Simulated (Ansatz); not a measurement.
## Work function of Pd(111): what the settings cost and change

How thick a slab and how much vacuum does the work function of Pd(111) need?

Calculated with Ansatz 0.2.0; plane-wave DFT, PBE, Ansatz PAW.

Experimental background.

For Pd (clean (111) face, a compiled value), “Anisotropic work function of elemental crystals” (2019, arxiv:1902.07811) quotes earlier work: work function (clean (111) face, a compiled value) 5.67 eV.

## 1. Set-up

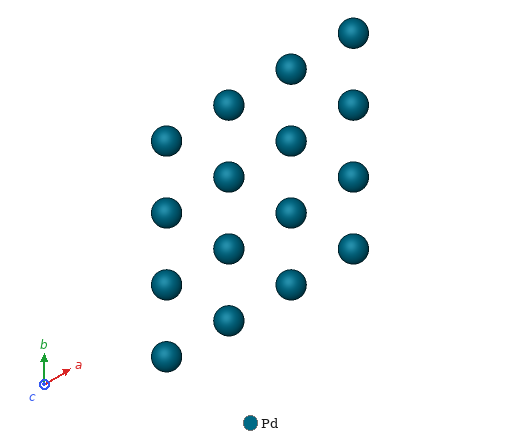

Start, viewed from above; palladium blue. 4×4×1 cells are drawn.

The cell holds 1 atom: 1 Pd. Cell: a = 2.751 Å, b = 2.751 Å, c = 18.000 Å, α = 90.0°, β = 90.0°, γ = 60.0°. Vacuum lies along c.

## 2. Slab, setting 1 layer

A work function rests on the faint tail of the density, so the SCF threshold is tight. The slab grows from one layer, at fixed mesh and 18 Å of vacuum; then the vacuum is varied on one slab.

Contents of input.yaml:

```yaml
crystal:
  lattice:
    - [2.7506453788, 0.0, 0.0]
    - [1.3753226894, 2.3821287749, 0.0]
    - [0.0, 0.0, 18.0]
  atoms:
    - { symbol: Pd, position: [0.6666666667, 0.6666666667, 0.5] }
kpoints:
  mp_grid: { grid: [17, 17, 1] }
hamiltonian:
  xc: pbe
scf:
  occupations: { method: fermi_dirac, width: 0.1 }
  convergence: { dr2_threshold: 1.0e-09 }
efield:
  axis: 3
  dipole_correction: true
  ramp_position: 0.97
  ramp_width: 0.06
output:
  write_potential: true
  write_density: true
  volumetric_format: npy
  elf: true
```

Launch:

```console
$ ansatz run input.yaml --threads 2 --pin off --max-ram 3072MiB --backend cpu --events-out ev --progress --plain --runs-dir out
```

Numbers of over 12 decimals in the logs are rounded to 6 here.

What it wrote:

```text
Engine: ansatz 0.2.0, aarch64-unknown-linux-gnu
Pseudopotentials: kind: paw
Pseudopotential: Pd, paw, valence charge 18, recommended cutoff 420 eV (normal), Pd.paw.azcp
Functional definition: PBE
  parameter kappa = 0.804
  parameter beta = 0.066725
  exchange = pbe_x(kappa = kappa, mu = beta*pi^2/3)
  correlation = pbe_c(beta = beta)
Crystal: 1 atoms, lattice volume = 117.943 Å³
Basis set: ecut = 420 eV, 2311 PW (Γ)
Bands: 13, of which v1, the nominal top of the filled ones, is band 9 counted from 1 (8 counted from 0)
Symmetry: 12 space group operations
k-points: 33 of 289
Non-local potential: Pd, projectors of the file, l = 0: 2, l = 1: 2, l = 2: 2, l = 3: 1
PAW form: soft (Blöchl's): semilocal exchange-correlation on the pseudo side does not see the compensation charge
PAW one-centre angular grid: Pd, 590 points (default); XC on 64 Gauss nodes
Initial density: superposition of atomic densities (neutral atoms: chi_scale 0, normalization atom), corrected by the library's trained network
Initial wavefunctions: pseudopotential atomic-orbital guess
Functional: x = pbe(κ = 0.804, μ = 0.219515), c = pbe(β = 0.066725)
SCF iter   1: F=—  HF=-6971.742211 eV  |F-HF|=—  |Δ(HF+E_count)|=         —  Δρ=2.98e-3  dr2=6.84e-3  ethr=1.77e-3  p=-0.000 e·Å  D=-1.90e-15 V/Å  ΔV_dip=0.00 eV  dr2_dipole=4.28e-13  V_vac-E_F(+/−)=5.76/5.76 eV  ⟨swp⟩=5.7  Hψ=2470  notcnv=0
efield: sawtooth ramp at fractional position 0.9700 (set: `efield.ramp_position`, or a place that a band, a saddle search or an elastic batch's reference lends), width 0.0600; the density the first Hamiltonian is built on has a dipole p = -0.000 e·Å; the dipole correction subtracts the counter field D = -1.90e-15 V/Å, which shifts the + side's vacuum level by +0.00 eV against the − side's; the planar-averaged density in the ramp window peaks in size at 2.9e-6 e/Å³
preconditioner: auto → LDOS  [metal: Δε(μ)=0.012 eV  Ē_g=8.304 eV  σ=0.100 eV  W_gap=0.03  n_scr=10 (ndim 8)  ℏωp=10.8 eV  f_vac=0.769  D(μ)=2.79/eV (n_scr^D=10)  β→1.0]
SCF iter   2: F=—  HF=-6971.742833 eV  |F-HF|=—  |Δ(HF+E_count)|=   6.22e-4  Δρ=2.96e-3  dr2=4.40e-3  ethr=3.80e-5  p=0.000 e·Å  D=4.74e-6 V/Å  ΔV_dip=-0.00 eV  dr2_dipole=2.16e-10  V_vac-E_F(+/−)=5.98/5.98 eV  ⟨swp⟩=2.7  Hψ=1077  notcnv=0
SCF iter   3: F=—  HF=-6971.741663 eV  |F-HF|=—  |Δ(HF+E_count)|=   1.17e-3  Δρ=3.21e-4  dr2=1.43e-4  ethr=2.45e-5  p=0.000 e·Å  D=2.59e-7 V/Å  ΔV_dip=-0.00 eV  dr2_dipole=2.62e-12  V_vac-E_F(+/−)=5.98/5.98 eV  ⟨swp⟩=2.7  Hψ=731  notcnv=0
SCF iter   4: F=—  HF=-6971.741719 eV  |F-HF|=—  |Δ(HF+E_count)|=   5.58e-5  Δρ=6.53e-5  dr2=5.65e-6  ethr=7.94e-7  p=0.000 e·Å  D=6.96e-7 V/Å  ΔV_dip=-0.00 eV  dr2_dipole=8.16e-12  V_vac-E_F(+/−)=5.99/5.99 eV  ⟨swp⟩=2.4  Hψ=702  notcnv=0
SCF iter   5: F=—  HF=-6971.741727 eV  |F-HF|=—  |Δ(HF+E_count)|=   7.91e-6  Δρ=6.77e-5  dr2=5.35e-6  ethr=3.14e-8  p=-0.000 e·Å  D=-3.47e-7 V/Å  ΔV_dip=0.00 eV  dr2_dipole=9.07e-12  V_vac-E_F(+/−)=5.99/5.99 eV  ⟨swp⟩=2.4  Hψ=717  notcnv=0
SCF iter   6: F=—  HF=-6971.741725 eV  |F-HF|=—  |Δ(HF+E_count)|=   1.46e-6  Δρ=5.90e-6  dr2=6.54e-8  ethr=2.97e-8  p=0.000 e·Å  D=4.76e-8 V/Å  ΔV_dip=-0.00 eV  dr2_dipole=7.14e-15  V_vac-E_F(+/−)=5.99/5.99 eV  ⟨swp⟩=2.5  Hψ=596  notcnv=0
SCF iter   7: F=—  HF=-6971.741728 eV  |F-HF|=—  |Δ(HF+E_count)|=   2.47e-6  Δρ=1.23e-6  dr2=8.50e-10  ethr=5.56e-12  p=-0.000 e·Å  D=-2.36e-9 V/Å  ΔV_dip=0.00 eV  dr2_dipole=4.44e-17  V_vac-E_F(+/−)=5.99/5.99 eV  ⟨swp⟩=4.8  Hψ=1969  notcnv=0
SCF iter   8: F=-6971.741728 eV  HF=-6971.741728 eV  |F-HF|=4.37e-11  |Δ(HF+E_count)|=   3.73e-9  Δρ=1.52e-7  dr2=9.75e-12  ethr=4.72e-12  p=0.000 e·Å  D=3.30e-9 V/Å  ΔV_dip=-0.00 eV  dr2_dipole=1.87e-16  V_vac-E_F(+/−)=5.99/5.99 eV  ⟨swp⟩=1.2  Hψ=1199  notcnv=0
SCF 1 converged in 8 iterations: F = -6971.741728 eV  dr2 = 9.75e-12
  greatest PAW one-centre occupation: 0.999 electrons in one spin orbital (limit 2), on the Pd atom at site 0 (counted from 0), in its partial waves of l = 0
WARN: The output density's exchange-correlation potential varies sharply where the density is thin. Do not read a vacuum level from v_tot or v_xc, or from such a field of the output density. On a cell that repeats whose density bears no net charge and no dipole along the vacuum's axis use v_es (v_loc + v_h of the components); under efield.dipole_correction with no amplitude use v_es + v_field, which holds any externa [...]
SCF converged after 8 iterations
Free energy (F): -6971.741728 eV
Harris-Foulkes:  -6971.741728 eV  (|F-HF|=4.37e-11)
Internal energy: -6971.651642 eV  (E = F + TS)
E sigma→0 (E₀):  -6971.696685 eV
Entropy (-TS):   -0.090086 eV (-90.086 meV/atom)
Fermi energy:    -2.773386 eV
Dipole field:    D = -0.000000 V/Å  (p = -0.000000 e·Å, saw-weighted, corrected)
Work function:   Φ+ = 5.9860 eV   Φ− = 5.9860 eV
Levels:          The Fermi level and band energies are counted from a zero that moves with the ramp; work functions are not
--- Per-component energies (eV) ---
  E_band       = -525.112804
  E_kinetic    = 512.235145
  E_local      = -13127.728143  (includes V_loc(G=0)·N_el)
  E_nonlocal   = 218.215977
  E_hartree    = 6205.703954
  E_xc         = -166.525646
  E_vxc        = -208.551078  (∫ρ·V_xc dr)
  E_paw        = -3750.975853  (= ΣΔE_a)
  E_vpaw       = -330.692823  (= ΣTr[D̂ρ^β])
  E_aug_tail   = 0.000216  (compensation charges beyond the density's cutoff)
  E_efield     = 0.000000  (sawtooth field / dipole correction)
  E_vefield    = 0.000000  (∫n·V_field dr)
  E_ewald      = 3137.422708
  E_smearing   = -0.090086  (= −TS)
  E_closure    = -0.000000  (closes the sum)
  Σ components = -6971.741728   (vs F -6971.741728, Δ=0.00e0)
--- Band table (eV; the first three rows and the last of 33) ---
  k-point 0: bands = [... 5 lower, -4.6751, -4.6751, -3.9392, -2.7293, -2.7293, -0.4369, 2.9034, 3.5039]
  k-point 1: bands = [... 5 lower, -4.7230, -4.6034, -3.8994, -2.9011, -2.7452, -0.2201, 2.9921, 3.6038]
  k-point 2: bands = [... 5 lower, -4.8362, -4.3938, -3.7808, -3.2902, -2.7906, 0.3111, 3.2581, 3.9009]
  k-point 32: bands = [... 5 lower, -4.5329, -4.4555, -4.2229, -3.1296, 4.8680, 5.4962, 6.8207, 8.1210]
```

Wall time 8.2 s (2 threads of Arm Neoverse N1, shared host); peak memory 0.37 GiB; 13 s of CPU time.

This step gave:

```yaml
energy_at_zero_smearing: -6971.6967 eV
work_function_upper_face: 5.986 eV
```

Running mean over 2.246 Å of the planar mean; the ramp of the sawtooth is left out. Table of electron's electrostatic potential energy less the Fermi level by z:

```csv
z (Å),electron's electrostatic potential energy less the Fermi level (eV)
3.0,5.99
3.5,5.99
4.0,5.99
4.5,5.99
5.0,5.98
5.5,5.97
6.0,5.93
6.5,5.78
7.0,5.11
7.5,2.47
8.0,-2.55
8.5,-6.59
9.0,-7.66
9.5,-6.59
10.0,-2.55
10.5,2.47
11.0,5.11
11.5,5.78
12.0,5.93
12.5,5.97
13.0,5.98
13.5,5.99
14.0,5.99
14.5,5.99
15.0,5.99
```

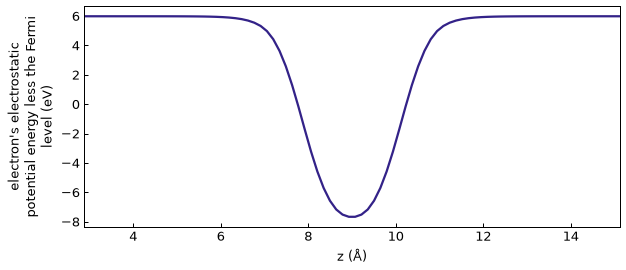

Electron's electrostatic potential energy less the Fermi level, plotted against z.

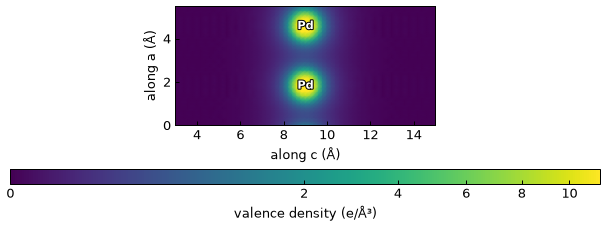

Valence density in the ca plane at fractional y = 0.667, with atoms of Pd within 0.2 Å of it. It is the smooth field of the valence electrons, not physical close to the nuclei. The colour scale is stretched toward low values. The far vacuum is left out of the map.

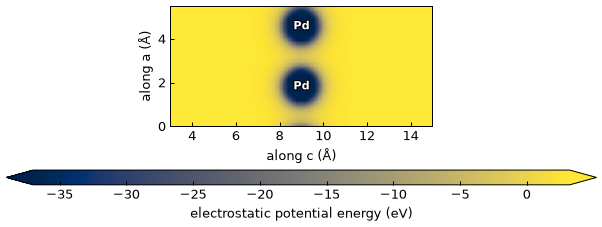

Electrostatic potential energy in the ca plane at fractional y = 0.667, with atoms of Pd within 0.2 Å of it. With pseudopotentials it is smooth inside the atoms' cores, unlike the true potential. The far vacuum is left out of the map.

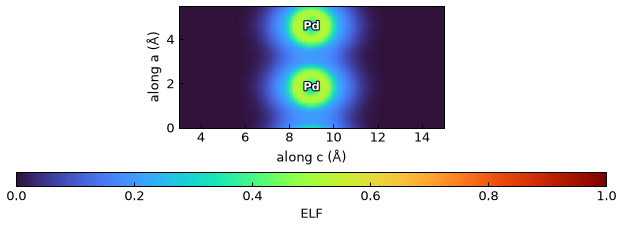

ELF in the ca plane at fractional y = 0.667, with atoms of Pd within 0.2 Å of it. It is the smooth field of the valence electrons, not physical close to the nuclei. The far vacuum is left out of the map.

The work function is 5.986 eV.

## 3. Slab, 2 atoms

System of this step: Pd(111). The cell holds 2 atoms: 2 Pd. Its edges and angles: a = 2.751 Å, b = 2.751 Å, c = 20.246 Å, α = 90.0°, β = 90.0°, γ = 60.0°. Vacuum lies along c.

input.yaml, the sections that differ from step 2:

```yaml
crystal:
  lattice:
    - [2.7506453788, 0.0, 0.0]
    - [1.3753226894, 2.3821287749, 0.0]
    - [0.0, 0.0, 20.2458925471]
  atoms:
    - { symbol: Pd, position: [0.6666666667, 0.6666666667, 0.4445346126] }
    - { symbol: Pd, position: [0.0, 0.0, 0.5554653874] }
output:
  write_potential: true
  write_density: true
  volumetric_format: npy
# kpoints, hamiltonian, scf, efield: as in step 2
```

What it wrote:

```text
[...]
Crystal: 2 atoms, lattice volume = 132.659 Å³
Basis set: ecut = 420 eV, 2605 PW (Γ)
Bands: 22, of which v1, the nominal top of the filled ones, is band 18 counted from 1 (17 counted from 0)
Symmetry: 6 space group operations
k-points: 33 of 289 (time reversal used)
[...]
k-point 0: bands = [... 14 lower, -1.9526, -0.5147, -0.5147, -0.2708, 0.2124, 0.2124, 1.9341, 5.4423]
  k-point 1: bands = [... 14 lower, -1.8878, -0.7800, -0.5423, -0.0559, 0.0580, 0.2157, 2.2588, 5.5294]
  k-point 2: bands = [... 14 lower, -1.7024, -1.1200, -0.6101, -0.4200, 0.2208, 0.4454, 2.9568, 5.7896]
  k-point 32: bands = [... 14 lower, -1.6981, -0.6027, -0.0560, 0.0504, 6.7869, 7.0850, 8.5270, 9.0778]
[key lines of the parts left out:]
SCF converged after 9 iterations
Free energy (F): -13944.678254 eV
Fermi energy:    0.350790 eV
Dipole field:    D = -0.000004 V/Å  (p = -0.000003 e·Å, saw-weighted, corrected)
Work function:   Φ+ = 5.2257 eV   Φ− = 5.2256 eV
```

The job ended after 14 s (2 threads; peak memory 0.43 GiB; 24 s of CPU time).

The work function is 5.226 eV, -0.760 eV from the run “1 layer”, at 1.8 times its CPU time.

## 4. Run, 3 atoms

System of this step: Pd(111). The cell holds 3 atoms: 3 Pd. Cell: a = 2.751 Å, b = 2.751 Å, c = 22.492 Å, α = 90.0°, β = 90.0°, γ = 60.0°. Vacuum lies along c.

input.yaml, the sections that differ from step 3:

```yaml
crystal:
  lattice:
    - [2.7506453788, 0.0, 0.0]
    - [1.3753226894, 2.3821287749, 0.0]
    - [0.0, 0.0, 22.4917850943]
  atoms:
    - { symbol: Pd, position: [0.3333333333, 0.3333333333, 0.4001460961] }
    - { symbol: Pd, position: [0.6666666667, 0.6666666667, 0.5] }
    - { symbol: Pd, position: [0.0, 0.0, 0.5998539039] }
# kpoints, hamiltonian, scf, efield, output: as in step 3
```

What it wrote:

```text
[...]
Crystal: 3 atoms, lattice volume = 147.375 Å³
Basis set: ecut = 420 eV, 2877 PW (Γ)
Bands: 33, of which v1, the nominal top of the filled ones, is band 27 counted from 1 (26 counted from 0)
Symmetry: 6 space group operations
k-points: 33 of 289 (time reversal used)
[...]
k-point 0: bands = [... 23 lower, 1.1910, 1.1910, 1.6812, 1.6812, 2.2098, 2.2098, 2.3267, 3.7723, ... 2 higher]
  k-point 1: bands = [... 23 lower, 1.1576, 1.1576, 1.4459, 1.6818, 1.9571, 2.2128, 2.6516, 4.1588, ... 2 higher]
  k-point 2: bands = [... 23 lower, 0.9313, 1.0882, 1.1906, 1.6738, 1.6959, 2.2213, 3.2090, 4.9470, ... 2 higher]
  k-point 32: bands = [... 23 lower, 1.1669, 1.9187, 1.9383, 2.1404, 8.3095, 8.5843, 9.4444, 10.0136, ... 2 higher]
[key lines of the parts left out:]
SCF converged after 11 iterations
Free energy (F): -20917.529692 eV
Fermi energy:    2.320104 eV
Dipole field:    D = -0.000000 V/Å  (p = -0.000000 e·Å, saw-weighted, corrected)
Work function:   Φ+ = 5.2071 eV   Φ− = 5.2071 eV
```

Run time: 22 s. Hardware: 2 threads; peak memory 0.44 GiB; 38 s of CPU time.

The work function is 5.207 eV, -0.019 eV from the run “2 layers”, at 1.6 times its CPU time.

## 5. Run, 4 atoms

System of this step: Pd(111). The cell holds 4 atoms: 4 Pd. Its edges and angles: a = 2.751 Å, b = 2.751 Å, c = 24.738 Å, α = 90.0°, β = 90.0°, γ = 60.0°. Vacuum lies along c.

input.yaml, the sections that differ from step 4:

```yaml
crystal:
  lattice:
    - [2.7506453788, 0.0, 0.0]
    - [1.3753226894, 2.3821287749, 0.0]
    - [0.0, 0.0, 24.7376776414]
  atoms:
    - { symbol: Pd, position: [0.0, 0.0, 0.3638174986] }
    - { symbol: Pd, position: [0.3333333333, 0.3333333333, 0.4546058329] }
    - { symbol: Pd, position: [0.6666666667, 0.6666666667, 0.5453941671] }
    - { symbol: Pd, position: [0.0, 0.0, 0.6361825014] }
# kpoints, hamiltonian, scf, efield, output: as in step 4
```

What it wrote:

```text
[...]
Crystal: 4 atoms, lattice volume = 162.091 Å³
Basis set: ecut = 420 eV, 3173 PW (Γ)
Bands: 44, of which v1, the nominal top of the filled ones, is band 36 counted from 1 (35 counted from 0)
Symmetry: 6 space group operations
k-points: 33 of 289 (time reversal used)
[...]
k-point 0: bands = [... 32 lower, 2.6804, 2.9219, 2.9219, 3.4632, 3.4632, 3.8125, 3.8125, 4.3097, ... 4 higher]
  k-point 1: bands = [... 32 lower, 2.6373, 2.9327, 3.0260, 3.2266, 3.4621, 3.5887, 3.8172, 4.6618, ... 4 higher]
  k-point 2: bands = [... 32 lower, 2.5367, 2.7751, 2.9362, 2.9675, 3.4585, 3.7067, 3.8294, 5.2962, ... 4 higher]
  k-point 32: bands = [... 32 lower, 3.3530, 3.5968, 3.6526, 3.7346, 9.6705, 9.8979, 10.5047, 11.0371, ... 4 higher]
[key lines of the parts left out:]
SCF converged after 10 iterations
Free energy (F): -27890.420351 eV
Fermi energy:    3.906726 eV
Dipole field:    D = -0.000001 V/Å  (p = -0.000001 e·Å, saw-weighted, corrected)
Work function:   Φ+ = 5.2207 eV   Φ− = 5.2207 eV
```

It took 33 s on 2 threads; peak memory 0.49 GiB.

The work function is 5.221 eV, +0.014 eV from the run “3 layers”, at 1.5 times its CPU time.

## 6. Slab, 5 atoms

System of this step: Pd(111). The cell holds 5 atoms: 5 Pd. Its edges and angles: a = 2.751 Å, b = 2.751 Å, c = 26.984 Å, α = 90.0°, β = 90.0°, γ = 60.0°. Vacuum lies along c.

input.yaml, the sections that differ from step 5:

```yaml
crystal:
  lattice:
    - [2.7506453788, 0.0, 0.0]
    - [1.3753226894, 2.3821287749, 0.0]
    - [0.0, 0.0, 26.9835701886]
  atoms:
    - { symbol: Pd, position: [0.6666666667, 0.6666666667, 0.333536294] }
    - { symbol: Pd, position: [0.0, 0.0, 0.416768147] }
    - { symbol: Pd, position: [0.3333333333, 0.3333333333, 0.5] }
    - { symbol: Pd, position: [0.6666666667, 0.6666666667, 0.583231853] }
    - { symbol: Pd, position: [0.0, 0.0, 0.666463706] }
# kpoints, hamiltonian, scf, efield, output: as in step 5
```

What it wrote:

```text
[...]
Crystal: 5 atoms, lattice volume = 176.807 Å³
Basis set: ecut = 420 eV, 3457 PW (Γ)
Bands: 54, of which v1, the nominal top of the filled ones, is band 45 counted from 1 (44 counted from 0)
Symmetry: 6 space group operations
k-points: 33 of 289 (time reversal used)
[...]
k-point 0: bands = [... 41 lower, 4.0971, 4.0971, 4.4457, 4.4457, 4.9125, 4.9125, 5.1573, 5.1573, ... 5 higher]
  k-point 1: bands = [... 41 lower, 4.1211, 4.1624, 4.4465, 4.5813, 4.6923, 4.9142, 5.0511, 5.1627, ... 5 higher]
  k-point 2: bands = [... 41 lower, 4.0570, 4.1231, 4.2421, 4.4490, 4.5671, 4.9171, 5.1772, 5.5031, ... 5 higher]
  k-point 32: bands = [... 41 lower, 4.7957, 4.9516, 5.0693, 5.0706, 10.8989, 11.0545, 11.5028, 11.9012, ... 5 higher]
[key lines of the parts left out:]
SCF converged after 11 iterations
Free energy (F): -34863.288108 eV
Fermi energy:    5.245597 eV
Dipole field:    D = -0.000008 V/Å  (p = -0.000008 e·Å, saw-weighted, corrected)
Work function:   Φ+ = 5.2091 eV   Φ− = 5.2089 eV
```

Wall time 41 s (2 threads); peak memory 0.58 GiB; 72 s of CPU time.

The work function is 5.209 eV, -0.012 eV from the run “4 layers”, at 1.2 times its CPU time.

## 7. Run, 6 atoms

System of this step: Pd(111). The cell holds 6 atoms: 6 Pd. Cell: a = 2.751 Å, b = 2.751 Å, c = 29.229 Å, α = 90.0°, β = 90.0°, γ = 60.0°. Vacuum lies along c.

input.yaml, the sections that differ from step 6:

```yaml
crystal:
  lattice:
    - [2.7506453788, 0.0, 0.0]
    - [1.3753226894, 2.3821287749, 0.0]
    - [0.0, 0.0, 29.2294627357]
  atoms:
    - { symbol: Pd, position: [0.3333333333, 0.3333333333, 0.3079084991] }
    - { symbol: Pd, position: [0.6666666667, 0.6666666667, 0.3847450995] }
    - { symbol: Pd, position: [0.0, 0.0, 0.4615816998] }
    - { symbol: Pd, position: [0.3333333333, 0.3333333333, 0.5384183002] }
    - { symbol: Pd, position: [0.6666666667, 0.6666666667, 0.6152549005] }
    - { symbol: Pd, position: [0.0, 0.0, 0.6920915009] }
# kpoints, hamiltonian, scf, efield, output: as in step 6
```

What it wrote:

```text
[...]
Crystal: 6 atoms, lattice volume = 191.523 Å³
Basis set: ecut = 420 eV, 3751 PW (Γ)
Bands: 65, of which v1, the nominal top of the filled ones, is band 54 counted from 1 (53 counted from 0)
Symmetry: 6 space group operations
k-points: 33 of 289 (time reversal used)
[...]
k-point 0: bands = [... 50 lower, 5.3543, 5.3543, 5.5695, 5.7231, 5.7231, 6.1054, 6.1054, 6.2855, ... 7 higher]
  k-point 1: bands = [... 50 lower, 5.1712, 5.3617, 5.4730, 5.7254, 5.8204, 5.8978, 6.1083, 6.2914, ... 7 higher]
  k-point 2: bands = [... 50 lower, 5.1475, 5.2921, 5.3808, 5.4973, 5.7289, 6.0318, 6.1152, 6.3073, ... 7 higher]
  k-point 32: bands = [... 50 lower, 6.0439, 6.0998, 6.1803, 6.2310, 11.9702, 12.0583, 12.3829, 12.7168, ... 7 higher]
[key lines of the parts left out:]
SCF converged after 12 iterations
Free energy (F): -41836.155042 eV
Fermi energy:    6.364419 eV
Dipole field:    D = 0.000001 V/Å  (p = 0.000001 e·Å, saw-weighted, corrected)
Work function:   Φ+ = 5.2225 eV   Φ− = 5.2225 eV
```

Wall time 58 s (2 threads); peak memory 0.67 GiB.

The work function is 5.223 eV, +0.013 eV from the run “5 layers”, at 1.4 times its CPU time.

(Continued in part 2 of 2.)

[Logs are printed without paths, hosts, clocks, repeated set-up lines and the standing remarks that a program may print on its own settings, such as how far it seeks lower states.]

[Hosts, paths, dates, database ids (printed as entryN), source tags and the programs' standing remarks are cut or masked in the printed files.]

[Maps of the electrostatic potential energy from Ansatz leave out the sawtooth potential of an applied field or a dipole correction, so their vacuum need not be flat; planar profiles and work functions include it.]
